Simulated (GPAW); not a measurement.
Geometry relaxation, with input and output: SiHOF (part 3 of 3)

Continued. System: SiHOF. Method: WC/real-space grid, scalar-relativistic datasets (GPAW 26.7.0). The geometry comes from this level: GFN2-xTB.

Geometry of the input (Å):
```
O  -0.5607  0.7358  -0.1787
Si 0.2701  0.0782  1.0294
F  0.9032  -1.2144  0.2263
H  -0.6125  0.4003  -1.0770
```

## Trajectory as extended XYZ (Å, eV, eV/Å), 7 frames, from step=0 to step=6
```
4
Properties=species:S:1:pos:R:3:forces:R:3 step=0 energy=-21.98528
O     5.0518    6.9502    5.8982   -0.8757   1.1808  -0.3248
Si    5.8826    6.2926    7.1064    0.7000  -0.7104   0.6647
F     6.5157    5.0000    6.3032    0.1659  -0.1453   0.1436
H     5.0000    6.6147    5.0000    0.0399  -0.3081  -0.5504
4
Properties=species:S:1:pos:R:3:forces:R:3 step=1 energy=-22.02415
O     5.0393    6.9671    5.8936   -0.3624   0.5342   0.0187
Si    5.8926    6.2825    7.1159    0.1148  -0.1922  -0.0699
F     6.5181    4.9979    6.3053    0.1697  -0.1928   0.0837
H     5.0006    6.6103    4.9921    0.0763  -0.1469  -0.0826
4
Properties=species:S:1:pos:R:3:forces:R:3 step=2 energy=-22.03312
O     5.0307    6.9796    5.8935   -0.1717   0.1906  -0.0771
Si    5.8959    6.2775    7.1154   -0.0691  -0.0022  -0.2404
F     6.5218    4.9938    6.3072    0.1375  -0.1759   0.0352
H     5.0022    6.6068    4.9897    0.0745   0.0025   0.2377
4
Properties=species:S:1:pos:R:3:forces:R:3 step=3 energy=-22.03821
O     5.0222    6.9906    5.8914    0.0078   0.0100   0.0822
Si    5.8967    6.2745    7.1108   -0.1620   0.1016  -0.3084
F     6.5266    4.9880    6.3090    0.0911  -0.1248   0.0130
H     5.0045    6.6050    4.9931    0.0479   0.0154   0.1811
4
Properties=species:S:1:pos:R:3:forces:R:3 step=4 energy=-22.04156
O     5.0164    6.9988    5.8919    0.0603  -0.0753   0.0269
Si    5.8948    6.2738    7.1028   -0.1100   0.0783  -0.1927
F     6.5314    4.9820    6.3105    0.0298  -0.0495   0.0140
H     5.0069    6.6037    4.9975    0.0177   0.0444   0.1486
4
Properties=species:S:1:pos:R:3:forces:R:3 step=5 energy=-22.04276
O     5.0145    7.0016    5.8922    0.0274  -0.0214   0.0402
Si    5.8926    6.2744    7.0964   -0.0240   0.0182  -0.0474
F     6.5340    4.9785    6.3115   -0.0129  -0.0012   0.0137
H     5.0082    6.6038    5.0018   -0.0026   0.0101   0.0089
4
Properties=species:S:1:pos:R:3:forces:R:3 step=6 energy=-22.04262
O     5.0148    7.0014    5.8929    0.0032  -0.0047  -0.0015
Si    5.8921    6.2748    7.0953    0.0022   0.0010  -0.0002
F     6.5339    4.9784    6.3118   -0.0125  -0.0035   0.0086
H     5.0082    6.6040    5.0022   -0.0046   0.0124   0.0076
```

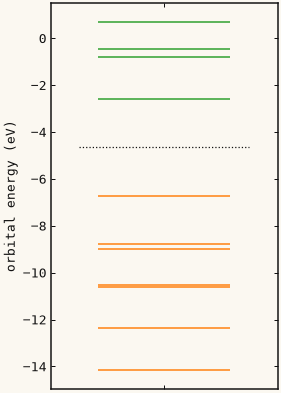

Orbital energies near the frontier; the dotted line parts filled from empty levels, and levels within 0.02 eV of each other stand side by side. Highest filled −6.72 eV, lowest empty −2.58 eV, 4.14 eV apart.

## Summary

```json
{"quantity": "outcome", "value": "converged"}
{"quantity": "energy relative to the program's reference atoms", "value": "−22.0426 eV"}
{"quantity": "largest force", "value": "0.016 eV/Å"}
{"quantity": "HOMO", "value": "−6.72 eV"}
{"quantity": "LUMO", "value": "−2.58 eV"}
{"quantity": "dipole moment", "value": "0.87 D"}
{"quantity": "hardware", "value": "1 thread of Arm Neoverse V2, 112 GiB of memory available, shared host"}
{"quantity": "wall time", "value": "3 min"}
{"quantity": "peak memory", "value": "1.1 GiB"}
```

Settings chosen away from the usual ones: h set to 0.15 (from 0.2); smear set to methfessel-paxton; width set to 0.5. Further notes kept with the run: datasets made with stock radii, not tested.
